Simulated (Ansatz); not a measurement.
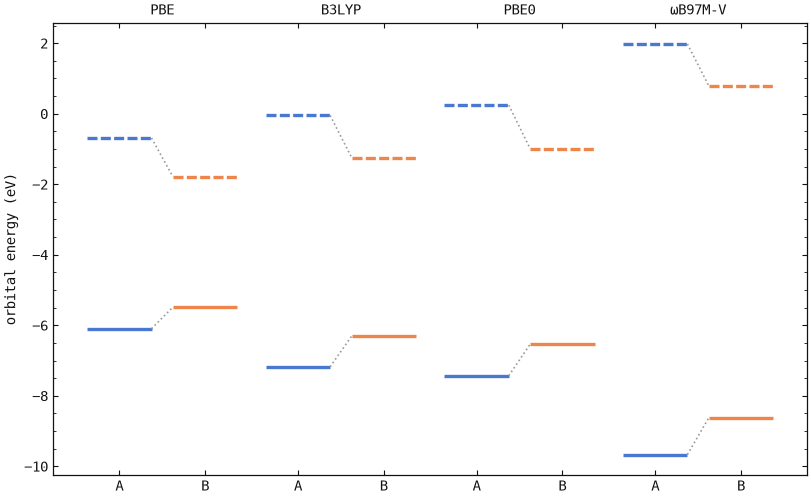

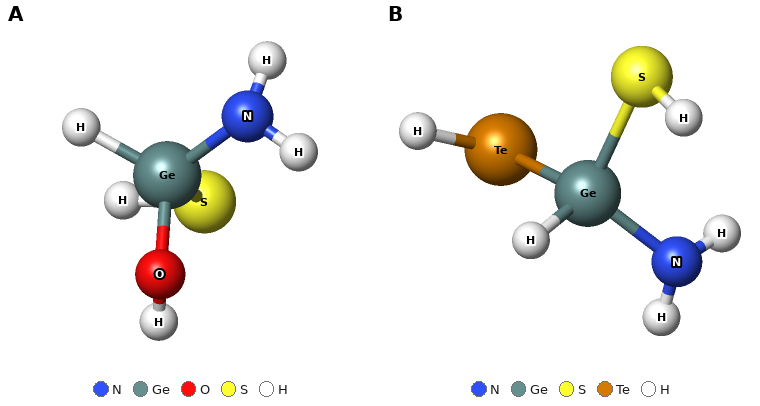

One change: A, GeNH₅SO (SMILES [NH2][Ge@H]([OH])[SH]), becomes B, GeNH₅TeS (SMILES [NH2][Ge@@H]([SH])[TeH]). OH on Ge is replaced by TeH. HOMO (solid) and LUMO (dashed) computed in def2-TZVPP at PBE0-D4/def2-TZVP geometries, both minima by their frequencies, gas phase, the Ansatz code. Empty levels above zero depend strongly on the basis.

> What does the change do to HOMO and LUMO?

PBE: the HOMO rises by 0.61 eV, the LUMO falls by 1.10 eV, and the separation goes from 5.41 to 3.69 eV. B3LYP: the HOMO rises by 0.87 eV, the LUMO falls by 1.19 eV, and the separation goes from 7.13 to 5.07 eV. PBE0: the HOMO rises by 0.90 eV, the LUMO falls by 1.24 eV, and the separation goes from 7.68 to 5.54 eV. ωB97M-V: the HOMO rises by 1.05 eV, the LUMO falls by 1.19 eV, and the separation goes from 11.65 to 9.41 eV.

> Do the functionals agree on the effect?

They agree on the direction for both levels; the HOMO shift lies between 0.61 and 1.05 eV and the LUMO shift between −1.24 and −1.10 eV, while the separations themselves differ by up to 6.2 eV between functionals.

Note: core potentials past krypton; spin-orbit coupling is left out, and with Te it can shift these values.
